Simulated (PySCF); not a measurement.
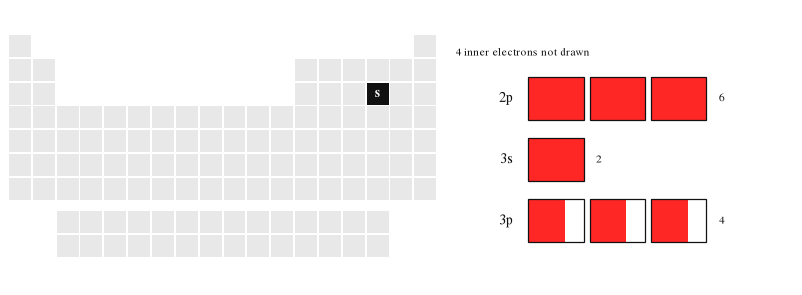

**Figure 1.** Left, the place of sulfur in the periodic table; right, the outer shells of the nominal configuration: a box for each of the 2l + 1 orbitals, shaded by the share of the shell that is filled, with the electron count at the right.

## Atomic calculation for S

S, configuration 1s2 2s2 2p6 3s2 3p4, multiplicity 3. Level asked for: unrestricted HF, cc-pVDZ-DK, spin-free X2C-1e, Gaussian nucleus (PySCF).

## Input file
```python
from pyscf import gto, scf, dft, mp, cc
import basis_set_exchange as bse
mol = gto.M(atom="S 0 0 0", charge=0, spin=2, symmetry="D2h",
            basis=gto.basis.parse(bse.get_basis("cc-pVDZ-DK", elements=["S"], fmt="nwchem", header=False)),
            nucmod="G")
mf = scf.UHF(mol).sfx2c1e()
mf.irrep_nelec = {'Ag': (3, 3), 'B1u': (2, 1), 'B2u': (2, 2), 'B3u': (2, 1)}
mf.kernel()
```

The script is an equivalent of what the driver set up; the driver computed the properties (radii, ⟨L²⟩, response) afterwards. It also set what the script leaves out: max_cycle = 2, guess = minao. It held the occupations shell by shell, which the script's counts by irreducible representation don't always enforce.

The run was one of a batch that the task file lists, launched with:
```bash
OMP_NUM_THREADS=1 python <driver script> TASK.json OUT
```

## Output (extracts)
```
damping factor = 0
level_shift factor = 0
DIIS = <class 'pyscf.scf.diis.CDIIS'>
diis_start_cycle = 1
diis_space = 10
diis_damp = 0
SCF conv_tol = 1e-09
SCF conv_tol_grad = None
number electrons alpha = 9  beta = 7
irrep_nelec {'Ag': (3, 3), 'B1g': (0, 0), 'B2g': (0, 0), 'B3g': (0, 0), 'B1u': (2, 1), 'B2u': (2, 2), 'B3u': (2, 1)}
alpha HOMO (B3u) = -0.284003389550459  LUMO (Ag) = 0.640769463562235

WARN: HOMO -0.284003389550459 >= LUMO -0.284003389565591

cycle= 1 E= -398.567450054522  delta_E= -0.308  |g|=  0.1  |ddm|= 1.04
alpha HOMO (B2u) = -0.438070094398245  LUMO (Ag) = 0.599331916048887
  HOMO = -0.385946050796  LUMO = -0.00372153217275  gap/eV = 10.40086
cycle= 2 E= -398.575936155057  delta_E= -0.00849  |g|= 0.0287  |ddm|= 0.343
SCF not converged.
SCF energy = -398.575936155057 after 2 cycles  <S^2> = 2.0028953  2S+1 = 3.0019296
```

## What the run reported

| quantity | value |
| --- | --- |
| outcome | not converged |
| total energy | −398.575936 hartree |
| ⟨S²⟩ | 2.003 |
| ⟨L²⟩ | 2.01 |
| SCF iterations | 2 |
| hardware | 1 thread of Arm Neoverse V2, 23 GiB of memory available, shared host |

## Diagnosis

This input holds a deliberate fault: too few SCF iterations. The run did not meet its convergence test in 2 iterations, so its last values are not results.
